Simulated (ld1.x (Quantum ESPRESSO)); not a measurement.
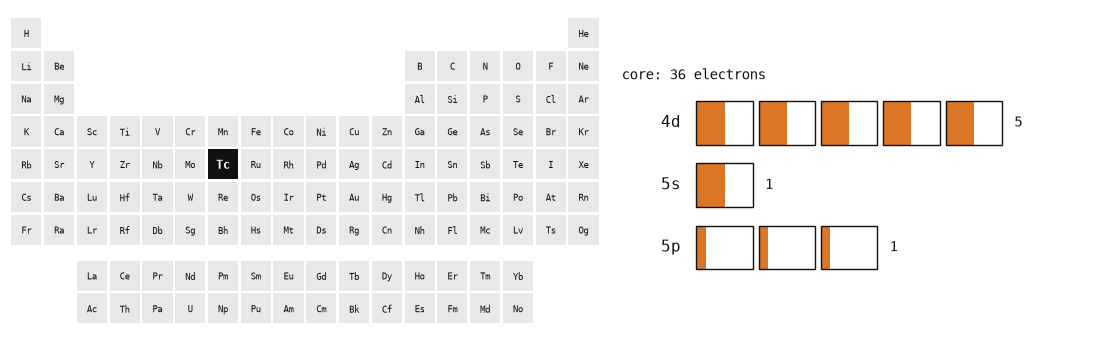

Left, the place of technetium in the periodic table; right, the valence shells of the reference configuration: a box for each of the 2l + 1 orbitals, shaded by the share of the shell that is filled, with the electron count at the right.

**Pseudopotential generation: Tc (part 1 of 2)**

System: technetium (Tc, Z = 43), core [Kr], reference valence 4d5 5s1 5p1, valence charge 7.
Method: TM potential, PBEsol, scalar-relativistic, made with ld1.x (Quantum ESPRESSO) 7.5.

### The program's output
```
     Program LD1 v.7.5
     --------------------------- All-electron run ----------------------------

     Tc
     scalar relativistic calculation

     atomic number is 43.00
     dft =PBESOL   lsd =0 sic =0 latt =0  beta=0.20 tr2=1.0E-14
     Exchange-correlation= PBESOL
                           (   1   4  10   8   0   0   0)
     mesh =1231 r(mesh) = 100.86670 a.u. xmin = -7.00 dx = 0.01250
     1 Ry =  13.60569312 eV, c = 137.03599908

     n l     nl                  e(Ry)          e(Ha)          e(eV)
     1 0     1S 1( 2.00)     -1532.9942      -766.4971    -20857.4490
     2 0     2S 1( 2.00)      -218.8196      -109.4098     -2977.1925
     2 1     2P 1( 6.00)      -195.8910       -97.9455     -2665.2330
     3 0     3S 1( 2.00)       -38.1842       -19.0921      -519.5228
     3 1     3P 1( 6.00)       -30.6592       -15.3296      -417.1392
     4 0     4S 1( 2.00)        -5.4965        -2.7482       -74.7831
     4 1     4P 1( 6.00)        -3.4375        -1.7188       -46.7701
     3 2     3D 1(10.00)       -18.4720        -9.2360      -251.3237
     4 2     4D 1( 5.00)        -0.5908        -0.2954        -8.0383
     5 0     5S 1( 1.00)        -0.4410        -0.2205        -6.0005
     5 1     5P 1( 1.00)        -0.1545        -0.0773        -2.1024

     final scf error:  8.0E-15 reached in  25 iterations

     Etot =   -8566.409499 Ry,   -4283.204750 Ha, -116551.938814 eV

     Ekin =    8844.825751 Ry,    4422.412875 Ha,  120339.984892 eV
     Encl =  -20645.691759 Ry,  -10322.845879 Ha, -280898.946379 eV
     Eh   =    3486.209291 Ry,    1743.104646 Ha,   47432.293781 eV
     Exc  =    -251.752783 Ry,    -125.876391 Ha,   -3425.271108 eV

     normalization and overlap integrals

     s(1S/1S) =  1.000000  <r> =   0.0343  <r2> =    0.0016  r(max) =   0.0224
     s(2S/2S) =  1.000000  <r> =   0.1497  <r2> =    0.0264  r(max) =   0.1257
     s(2P/2P) =  1.000000  <r> =   0.1304  <r2> =    0.0208  r(max) =   0.1004
     s(3S/3S) =  1.000000  <r> =   0.4157  <r2> =    0.1979  r(max) =   0.3730
     s(3P/3P) =  1.000000  <r> =   0.4166  <r2> =    0.2019  r(max) =   0.3638
     s(4S/4S) =  1.000000  <r> =   1.0574  <r2> =    1.2673  r(max) =   0.9525
     s(4P/4P) =  1.000000  <r> =   1.1720  <r2> =    1.5746  r(max) =   1.0266
     s(3D/3D) =  1.000000  <r> =   0.3991  <r2> =    0.1912  r(max) =   0.3131
     s(4D/4D) =  1.000000  <r> =   1.6997  <r2> =    3.5383  r(max) =   1.2697
     s(5S/5S) =  1.000000  <r> =   3.2167  <r2> =   11.8499  r(max) =   2.6880
     s(5P/5P) =  1.000000  <r> =   4.4684  <r2> =   23.3619  r(max) =   3.5388

     ------------------------ End of All-electron run ------------------------

     --------------------- Generating NC pseudopotential ---------------------

      Generating local pot.: lloc=1, matching radius rcloc =   3.0500

      Computing core charge for nlcc:

       r > 1.51 : true rho core
       r < 1.51 : rho core = a sin(br)/r    a=   5.48  b=   1.74

      Integrated core pseudo-charge :   6.42

      Wfc   5S  rcut= 2.971  Using Troullier-Martins method

      Wfc   4D  rcut= 1.894  Using Troullier-Martins method

     ------------------- End of pseudopotential generation -------------------

     --------------------------- All-electron run ----------------------------

     Tc
     scalar relativistic calculation

     atomic number is 43.00
     dft =PBESOL   lsd =0 sic =0 latt =0  beta=0.20 tr2=1.0E-14
     Exchange-correlation= PBESOL
                           (   1   4  10   8   0   0   0)
     mesh =1231 r(mesh) = 100.86670 a.u. xmin = -7.00 dx = 0.01250
     1 Ry =  13.60569312 eV, c = 137.03599908

     n l     nl                  e(Ry)          e(Ha)          e(eV)
     1 0     1S 1( 2.00)     -1532.9942      -766.4971    -20857.4490
     2 0     2S 1( 2.00)      -218.8196      -109.4098     -2977.1925
     2 1     2P 1( 6.00)      -195.8910       -97.9455     -2665.2330
     3 0     3S 1( 2.00)       -38.1842       -19.0921      -519.5228
     3 1     3P 1( 6.00)       -30.6592       -15.3296      -417.1392
     4 0     4S 1( 2.00)        -5.4965        -2.7482       -74.7831
     4 1     4P 1( 6.00)        -3.4375        -1.7188       -46.7701
     3 2     3D 1(10.00)       -18.4720        -9.2360      -251.3237
     4 2     4D 1( 5.00)        -0.5908        -0.2954        -8.0383
     5 0     5S 1( 1.00)        -0.4410        -0.2205        -6.0005
     5 1     5P 1( 1.00)        -0.1545        -0.0773        -2.1024

     final scf error:  8.0E-15 reached in  25 iterations

     Etot =   -8566.409499 Ry,   -4283.204750 Ha, -116551.938814 eV

     Ekin =    8844.825751 Ry,    4422.412875 Ha,  120339.984892 eV
     Encl =  -20645.691759 Ry,  -10322.845879 Ha, -280898.946379 eV
     Eh   =    3486.209291 Ry,    1743.104646 Ha,   47432.293781 eV
     Exc  =    -251.752783 Ry,    -125.876391 Ha,   -3425.271108 eV

     normalization and overlap integrals

     s(1S/1S) =  1.000000  <r> =   0.0343  <r2> =    0.0016  r(max) =   0.0224
     s(2S/2S) =  1.000000  <r> =   0.1497  <r2> =    0.0264  r(max) =   0.1257
     s(2P/2P) =  1.000000  <r> =   0.1304  <r2> =    0.0208  r(max) =   0.1004
     s(3S/3S) =  1.000000  <r> =   0.4157  <r2> =    0.1979  r(max) =   0.3730
     s(3P/3P) =  1.000000  <r> =   0.4166  <r2> =    0.2019  r(max) =   0.3638
     s(4S/4S) =  1.000000  <r> =   1.0574  <r2> =    1.2673  r(max) =   0.9525
     s(4P/4P) =  1.000000  <r> =   1.1720  <r2> =    1.5746  r(max) =   1.0266
     s(3D/3D) =  1.000000  <r> =   0.3991  <r2> =    0.1912  r(max) =   0.3131
     s(4D/4D) =  1.000000  <r> =   1.6997  <r2> =    3.5383  r(max) =   1.2697
     s(5S/5S) =  1.000000  <r> =   3.2167  <r2> =   11.8499  r(max) =   2.6880
     s(5P/5P) =  1.000000  <r> =   4.4684  <r2> =   23.3619  r(max) =   3.5388

     ------------------------ End of All-electron run ------------------------

     Computing logarithmic derivative in   3.30379
     Computing logarithmic derivative in   3.30379
     Computing the partial wave expansion
     R is outside the sphere for l=    0 j= 0.00
       no projector for channel:   1
     R is outside the sphere for l=    2 j= 0.00

     ---------------------- Testing the pseudopotential ----------------------

     Tc
     scalar relativistic calculation

     atomic number is 43.00   valence charge is  7.00
     dft =PBESOL   lsd =0 sic =0 latt =0  beta=0.20 tr2=1.0E-14
     mesh =1231 r(mesh) = 100.86670 xmin = -7.00 dx = 0.01250

     n l     nl             e AE (Ry)        e PS (Ry)    De AE-PS (Ry)
     3 2     4D   1( 5.00)       -0.59081       -0.59081        0.00000
     1 0     5S   1( 1.00)       -0.44103       -0.44103        0.00000
     2 1     5P   1( 1.00)       -0.15452       -0.15452       -0.00000

     eps = 4.1E-15  iter = 10

     Etot =   -8566.409499 Ry,   -4283.204750 Ha, -116551.938814 eV
     Etotps =   -30.112648 Ry,     -15.056324 Ha,    -409.703450 eV

     Ekin =      23.120454 Ry,      11.560227 Ha,     314.569804 eV
     Encl =     -35.651058 Ry,     -17.825529 Ha,    -485.057359 eV
     Ehrt =      20.234296 Ry,      10.117148 Ha,     275.301627 eV
     Ecxc =     -13.646654 Ry,      -6.823327 Ha,    -185.672192 eV
     (Ecc =      -7.058860 Ry,      -3.529430 Ha,     -96.040688 eV)
     Epseu=     -24.169686 Ry,     -12.084843 Ha,    -328.845329 eV

     ---------------------- End of pseudopotential test ----------------------
```

### Output of the test run (extracts)
```
     ---------------------- Testing the pseudopotential ----------------------

     Tc
     scalar relativistic calculation

     atomic number is 43.00   valence charge is  7.00
     dft =PBESOL   lsd =0 sic =0 latt =0  beta=0.20 tr2=1.0E-14
     mesh =1231 r(mesh) = 100.86670 xmin = -7.00 dx = 0.01250

     n l     nl             e AE (Ry)        e PS (Ry)    De AE-PS (Ry)
     3 2     4D   1( 5.00)       -0.59081       -0.59081        0.00000
     1 0     5S   1( 1.00)       -0.44103       -0.44103        0.00000
     2 1     5P   1( 1.00)       -0.15452       -0.15452       -0.00000

     eps = 8.9E-15  iter = 13

     Etot =   -8566.409499 Ry,   -4283.204750 Ha, -116551.938814 eV
     Etotps =   -30.112648 Ry,     -15.056324 Ha,    -409.703452 eV

     Ekin =      23.120454 Ry,      11.560227 Ha,     314.569798 eV
     Encl =     -35.651058 Ry,     -17.825529 Ha,    -485.057359 eV
     Ehrt =      20.234296 Ry,      10.117148 Ha,     275.301626 eV
     Ecxc =     -13.646654 Ry,      -6.823327 Ha,    -185.672192 eV
     (Ecc =      -7.058860 Ry,      -3.529430 Ha,     -96.040688 eV)
     Epseu=     -24.169686 Ry,     -12.084843 Ha,    -328.845325 eV

     ---------------------- End of pseudopotential test ----------------------

     ---------------------- Testing the pseudopotential ----------------------

     Tc
     scalar relativistic calculation

     atomic number is 43.00   valence charge is  7.00
     dft =PBESOL   lsd =0 sic =0 latt =0  beta=0.20 tr2=1.0E-14
     mesh =1231 r(mesh) = 100.86670 xmin = -7.00 dx = 0.01250

     n l     nl             e AE (Ry)        e PS (Ry)    De AE-PS (Ry)
     3 2     4D   1( 5.00)       -0.49027       -0.48916       -0.00111
     1 0     5S   1( 2.00)       -0.37346       -0.37330       -0.00016
     2 1     5P   1( 0.00)       -0.10128       -0.10153        0.00025

     eps = 1.5E-15  iter =  9

     Etot =   -8566.688916 Ry,   -4283.344458 Ha, -116555.740469 eV
     Etotps =   -30.391874 Ry,     -15.195937 Ha,    -413.502513 eV
     dEtot_ae =      -0.279416 Ry
     dEtot_ps =      -0.279226 Ry,   Delta E=      -0.000191 Ry

     Ekin =      22.740121 Ry,      11.370061 Ha,     309.395111 eV
     Encl =     -36.388908 Ry,     -18.194454 Ha,    -495.096321 eV
     Ehrt =      20.907334 Ry,      10.453667 Ha,     284.458767 eV
     Ecxc =     -13.758631 Ry,      -6.879315 Ha,    -187.195708 eV
     (Ecc =      -7.058860 Ry,      -3.529430 Ha,     -96.040688 eV)
     Epseu=     -23.891790 Ry,     -11.945895 Ha,    -325.064363 eV

     ---------------------- End of pseudopotential test ----------------------

     ---------------------- Testing the pseudopotential ----------------------

     Tc
     scalar relativistic calculation

     atomic number is 43.00   valence charge is  7.00
     dft =PBESOL   lsd =0 sic =0 latt =0  beta=0.20 tr2=1.0E-14
     mesh =1231 r(mesh) = 100.86670 xmin = -7.00 dx = 0.01250

     n l     nl             e AE (Ry)        e PS (Ry)    De AE-PS (Ry)
     3 2     4D   1( 5.00)       -1.03749       -1.03421       -0.00328
     1 0     5S   1( 1.00)       -0.84008       -0.84054        0.00045
     2 1     5P   1( 0.00)       -0.50251       -0.50321        0.00070

     eps = 3.4E-16  iter =  7

     Etot =   -8566.086543 Ry,   -4283.043271 Ha, -116547.544766 eV
     Etotps =   -29.789406 Ry,     -14.894703 Ha,    -405.305512 eV
     dEtot_ae =       0.322957 Ry
     dEtot_ps =       0.323243 Ry,   Delta E=      -0.000286 Ry

     Ekin =      23.141924 Ry,      11.570962 Ha,     314.861921 eV
     Encl =     -32.418344 Ry,     -16.209172 Ha,    -441.074045 eV
     Ehrt =      17.359851 Ry,       8.679926 Ha,     236.192812 eV
     Ecxc =     -13.404656 Ry,      -6.702328 Ha,    -182.379638 eV
     (Ecc =      -7.058860 Ry,      -3.529430 Ha,     -96.040688 eV)
     Epseu=     -24.468181 Ry,     -12.234090 Ha,    -332.906561 eV

     ---------------------- End of pseudopotential test ----------------------

     ---------------------- Testing the pseudopotential ----------------------

     Tc
     scalar relativistic calculation

     atomic number is 43.00   valence charge is  7.00
     dft =PBESOL   lsd =0 sic =0 latt =0  beta=0.20 tr2=1.0E-14
     mesh =1231 r(mesh) = 100.86670 xmin = -7.00 dx = 0.01250

     n l     nl             e AE (Ry)        e PS (Ry)    De AE-PS (Ry)
     3 2     4D   1( 5.00)       -1.65310       -1.65299       -0.00011
     1 0     5S   1( 0.00)       -1.34717       -1.35262        0.00544  !
     2 1     5P   1( 0.00)       -0.95185       -0.95636        0.00450

     eps = 1.2E-16  iter =  7

     Etot =   -8564.995815 Ry,   -4282.497908 Ha, -116532.704661 eV
     Etotps =   -28.696201 Ry,     -14.348101 Ha,    -390.431708 eV
     dEtot_ae =       1.413684 Ry
     dEtot_ps =       1.416447 Ry,   Delta E=      -0.002763 Ry

     Ekin =      23.605908 Ry,      11.802954 Ha,     321.174737 eV
     Encl =     -27.972711 Ry,     -13.986355 Ha,    -380.588120 eV
     Ehrt =      13.888548 Ry,       6.944274 Ha,     188.963320 eV
     Ecxc =     -13.021378 Ry,      -6.510689 Ha,    -177.164875 eV
     (Ecc =      -7.058860 Ry,      -3.529430 Ha,     -96.040688 eV)
     Epseu=     -25.196568 Ry,     -12.598284 Ha,    -342.816771 eV

     ---------------------- End of pseudopotential test ----------------------

     ---------------------- Testing the pseudopotential ----------------------

     Tc
     scalar relativistic calculation

     atomic number is 43.00   valence charge is  7.00
     dft =PBESOL   lsd =0 sic =0 latt =0  beta=0.20 tr2=1.0E-14
     mesh =1231 r(mesh) = 100.86670 xmin = -7.00 dx = 0.01250

     n l     nl             e AE (Ry)        e PS (Ry)    De AE-PS (Ry)
     3 2     4D   1( 6.00)       -0.84457       -0.82310       -0.02146  !
     1 0     5S   1( 0.00)       -0.74601       -0.75045        0.00443
     2 1     5P   1( 0.00)       -0.43558       -0.44180        0.00622  !

     eps = 5.1E-15  iter =  7

     Etot =   -8566.233230 Ry,   -4283.116615 Ha, -116549.540542 eV
     Etotps =   -29.920737 Ry,     -14.960368 Ha,    -407.092365 eV
     dEtot_ae =       0.176270 Ry
     dEtot_ps =       0.191911 Ry,   Delta E=      -0.015642 Ry

     Ekin =      25.713090 Ry,      12.856545 Ha,     349.844414 eV
     Encl =     -33.020204 Ry,     -16.510102 Ha,    -449.262765 eV
     Ehrt =      18.593805 Ry,       9.296903 Ha,     252.981609 eV
     Ecxc =     -13.836939 Ry,      -6.918470 Ha,    -188.261147 eV
     (Ecc =      -7.058860 Ry,      -3.529430 Ha,     -96.040688 eV)
     Epseu=     -27.370489 Ry,     -13.685245 Ha,    -372.394476 eV

     ---------------------- End of pseudopotential test ----------------------

     ---------------------- Testing the pseudopotential ----------------------

     Tc
     scalar relativistic calculation

     atomic number is 43.00   valence charge is  7.00
     dft =PBESOL   lsd =0 sic =0 latt =0  beta=0.20 tr2=1.0E-14
     mesh =1231 r(mesh) = 100.86670 xmin = -7.00 dx = 0.01250

     n l     nl             e AE (Ry)        e PS (Ry)    De AE-PS (Ry)
     3 2     4D   1( 4.00)       -2.58222       -2.62173        0.03951  !
     1 0     5S   1( 0.00)       -2.02983       -2.05496        0.02513  !
     2 1     5P   1( 0.00)       -1.55725       -1.56812        0.01088  !

     eps = 7.2E-17  iter =  7

     Etot =   -8562.887121 Ry,   -4281.443561 Ha, -116504.014420 eV
     Etotps =   -26.568621 Ry,     -13.284310 Ha,    -361.484500 eV
     dEtot_ae =       3.522378 Ry
     dEtot_ps =       3.544028 Ry,   Delta E=      -0.021650 Ry

     Ekin =      20.437350 Ry,      10.218675 Ha,     278.064317 eV
     Encl =     -22.581873 Ry,     -11.290936 Ha,    -307.242031 eV
     Ehrt =       9.384730 Ry,       4.692365 Ha,     127.685759 eV
     Ecxc =     -12.006676 Ry,      -6.003338 Ha,    -163.359151 eV
     (Ecc =      -7.058860 Ry,      -3.529430 Ha,     -96.040688 eV)
     Epseu=     -21.802152 Ry,     -10.901076 Ha,    -296.633394 eV

     ---------------------- End of pseudopotential test ----------------------
```

(Continued in part 2.) Outcome of the run: generated.
